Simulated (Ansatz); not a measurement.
```yaml
atoms:
  - { symbol: In, position_ang: [0.8858, -4.0809, 0.7813] }
  - { symbol: In, position_ang: [-3.0801, 3.0796, -2.3635] }
  - { symbol: In, position_ang: [0.5523, -0.5514, -2.5394] }
  - { symbol: In, position_ang: [-2.2425, -0.9563, 0.5954] }
  - { symbol: In, position_ang: [0.7007, -0.7025, 3.9114] }
  - { symbol: In, position_ang: [0.9544, 2.2438, 0.5969] }
  - { symbol: In, position_ang: [4.0797, -0.8856, 0.7822] }
  - { symbol: As, position_ang: [-3.4321, 0.5758, -1.3766] }
  - { symbol: As, position_ang: [-0.4976, -2.3392, -0.8095] }
  - { symbol: As, position_ang: [2.1550, -2.1561, 2.1694] }
  - { symbol: As, position_ang: [-0.5761, 3.4322, -1.3767] }
  - { symbol: As, position_ang: [2.3382, 0.4991, -0.8076] }
  - { symbol: As, position_ang: [-0.6788, 0.6778, 1.9933] }
  - { symbol: H, position_ang: [2.0136, -4.9376, -0.2501] }
  - { symbol: H, position_ang: [-0.3164, -4.8837, 1.7745] }
  - { symbol: H, position_ang: [-4.1249, 4.1260, -1.4235] }
  - { symbol: H, position_ang: [-3.0096, 3.0098, -4.1057] }
  - { symbol: H, position_ang: [1.3353, -1.3310, -3.8953] }
  - { symbol: H, position_ang: [-0.6886, 0.6905, -2.7623] }
  - { symbol: H, position_ang: [-3.5839, -1.6548, 1.4755] }
  - { symbol: H, position_ang: [-0.4655, -1.7197, 4.7345] }
  - { symbol: H, position_ang: [1.7180, 0.4630, 4.7355] }
  - { symbol: H, position_ang: [1.6528, 3.5855, 1.4766] }
  - { symbol: H, position_ang: [4.9367, -2.0115, -0.2511] }
  - { symbol: H, position_ang: [4.8830, 0.3163, 1.7755] }
  - { symbol: H, position_ang: [-3.4878, -0.3348, -2.6027] }
  - { symbol: H, position_ang: [-4.9373, 0.4964, -1.0817] }
  - { symbol: H, position_ang: [-1.4615, -3.1766, -1.6607] }
  - { symbol: H, position_ang: [2.9976, -2.9967, 3.1392] }
  - { symbol: H, position_ang: [0.3345, 3.4858, -2.6028] }
  - { symbol: H, position_ang: [-0.4956, 4.9377, -1.0836] }
  - { symbol: H, position_ang: [3.1773, 1.4628, -1.6574] }
  - { symbol: H, position_ang: [-1.6366, 1.6362, 2.7090] }
```

Geometry: PBE-D4/def2-SVP; core potentials replace the inner electrons of In.

Computed with RKS PBE0-D4/def2-SVP (Ansatz 0.2.0).

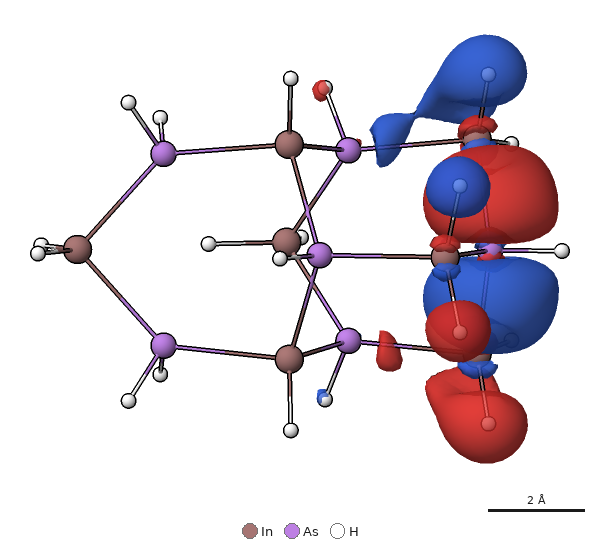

As6H20In7 (In7As6 zinc blende off sphere) (charge −1). The HOMO at ±0.08 Å⁻³ᐟ² (red and blue are the two phases), seen across its widest extent.

**Describe this orbital and give its energy.**

By Hirshfeld shares it lies mainly on As10 (about 40 %), In1 (about 15 %) and In7 (about 15 %). Its energy is −4.03 eV.
